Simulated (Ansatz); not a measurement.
# SC-NEVPT2(6,4)/LANL2DZ (core potential, accuracy low, paw set gaussian, start density atoms) run of CH3Cl3OZr (Zr(OMe)Cl3)

Aim: the vertical ionisation energy of CH3Cl3OZr (Zr(OMe)Cl3) at SC-NEVPT2(6,4)/LANL2DZ (core potential, accuracy low, paw set gaussian, start density atoms), from 2 runs. 

Program for the calculation: Ansatz 0.2.0.

7 further runs of the same task are left out: 2 for a known fault of the program, 1 that didn't finish, 4 set aside as unsound or not needed.

## Step 1: Starting point

CH3Cl3OZr: 9 atoms, total charge 0, spin state singlet. SMILES: `C[O][Zr]([Cl])([Cl])[Cl]`. The shape comes from GFN2-xTB, which is rough for such elements, and wasn't checked as a minimum.

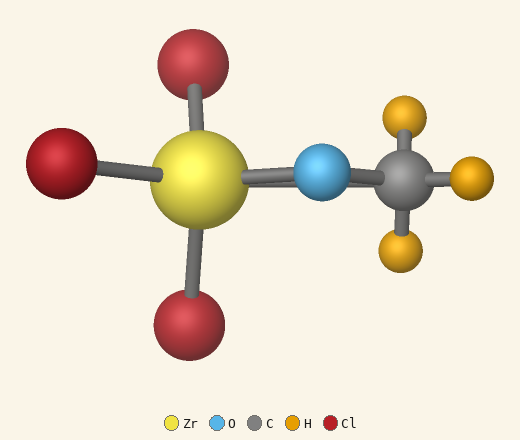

Viewed from a chosen angle; zirconium yellow, oxygen blue, carbon grey, hydrogen amber, chlorine red.

## Step 2: A single-point energy at SC-NEVPT2(6,4)/LANL2DZ (core potential, accuracy low, paw set gaussian, start density atoms)

File molecule.yaml:

```yaml
crystal:
  periodic: [false, false, false]
  atoms:
    - {symbol: Zr, position_ang: [-0.412920, 0.650230, -1.042800]}
    - {symbol: O, position_ang: [-0.357160, 0.584370, 0.791810]}
    - {symbol: C, position_ang: [0.326000, -0.506870, 1.366090]}
    - {symbol: H, position_ang: [-0.120540, -1.458420, 1.017780]}
    - {symbol: H, position_ang: [0.237270, -0.451060, 2.458270]}
    - {symbol: H, position_ang: [1.396720, -0.467820, 1.090840]}
    - {symbol: Cl, position_ang: [1.720820, 0.532530, -1.799010]}
    - {symbol: Cl, position_ang: [-1.428570, 2.387140, -2.095280]}
    - {symbol: Cl, position_ang: [-1.361630, -1.270110, -1.787690]}
basis:
  gaussian:
    orbitals: LANL2DZ.json
correlation:
  method: sc_nevpt2
  active_space: {window: {electrons: 6, orbitals: 4}}
  electrons: outside_noble_gas
accuracy: low
output: {orbitals: {seedname: orbitals}}
```

The basis set LANL2DZ is read from a file made from the Basis Set Exchange's data (not shown).

Command:

```
$ ansatz run molecule.yaml --threads 1 --pin off --max-ram 3480MiB --events-out events.jsonl --progress --plain --runs-dir runs
```

The log of the run, shortened:

```text
Warning: RAYON_NUM_THREADS=1 ignored (pool sized by the plan → 1); use --threads N
Functional definition: HF
  name "HF"
[...]
992 factors; integrals over basis functions are off by at most 5.8e-4 eV
[...]
mean field -5574.85428605 eV, -204.8721162406 hartree, gradient 6.4e-6 eV, S^2 0.000000; 0 other end points of the search recorded, 0 dependent functions left out
reference -5574.85428605 eV, -204.8721162406 hartree; 25, 25 occupied and 45, 45 virtual orbitals, 992 factors
state -5575.41132714 eV, -204.8925871228 hartree
state -5575.41132714 eV, -204.8925871228 hartree; corrected -5585.29858777 eV, -205.2559372493 hartree
state -5575.03203993 eV, -204.8786485748 hartree
state -5575.03203993 eV, -204.8786485748 hartree; corrected -5585.29325851 eV, -205.2557414025 hartree
state -5575.41132714 eV, -204.8925871228 hartree; corrected -5585.29858777 eV, -205.2559372493 hartree
[...]
Total energy: -5585.29858777 eV, -205.2559372493 hartree
```

Wall time 42 s (1 thread of Intel Xeon at 2.70GHz, shared host); peak memory 0.35 GiB.

## Step 3: The doublet cation at the same level

Edit molecule.yaml of step 2 so:

```diff
@@ -15,5 +15,9 @@
     orbitals: LANL2DZ.json
+total_charge: 1
+magnetization:
+  spin_polarized: false
+  initial_magnetization: 1
 correlation:
   method: sc_nevpt2
-  active_space: {window: {electrons: 6, orbitals: 4}}
+  active_space: {window: {electrons: 5, orbitals: 4}}
   electrons: outside_noble_gas
```

The basis set LANL2DZ is read from a file made from the Basis Set Exchange's data (not shown).

Command:

```
$ ansatz run molecule.yaml --threads 1 --pin off --max-ram 3480MiB --events-out events.jsonl --progress --plain --runs-dir runs
```

The log of the run, shortened:

```text
Warning: RAYON_NUM_THREADS=1 ignored (pool sized by the plan → 1); use --threads N
[... 2 set-up lines as earlier in the session ...]
[...]
991 factors; integrals over basis functions are off by at most 5.8e-4 eV
[...]
mean field -5563.53691789 eV, -204.4562106315 hartree, gradient 1.8e-6 eV, S^2 0.750000; 8 other end points of the search recorded, 0 dependent functions left out
reference -5563.53691789 eV, -204.4562106315 hartree; 25, 24 occupied and 45, 46 virtual orbitals, 991 factors
state -5563.80262924 eV, -204.4659753436 hartree
state -5563.80262924 eV, -204.4659753436 hartree; corrected -5573.47026708 eV, -204.8212544815 hartree
Total energy: -5573.47026708 eV, -204.8212544815 hartree
```

It took 37 s on 1 thread of Intel Xeon at 2.70GHz, shared host; peak memory 0.35 GiB.

## Step 4: What came out

At SC-NEVPT2(6,4)/LANL2DZ (core potential, accuracy low, paw set gaussian, start density atoms):

| quantity | value |
| --- | --- |
| singlet CH3Cl3OZr: total energy | -205.25594 Eh |
| doublet cation: total energy | -204.82125 Eh |
| vertical ionisation energy (to the doublet cation) | 11.828 eV |

What this shows: Removing an electron at fixed nuclei costs 11.83 eV (273 kcal/mol). The accuracy setting (singlet CH3Cl3OZr) is loose, so the last digits carry no meaning. The accuracy setting (doublet cation) is loose, so the last digits carry no meaning.
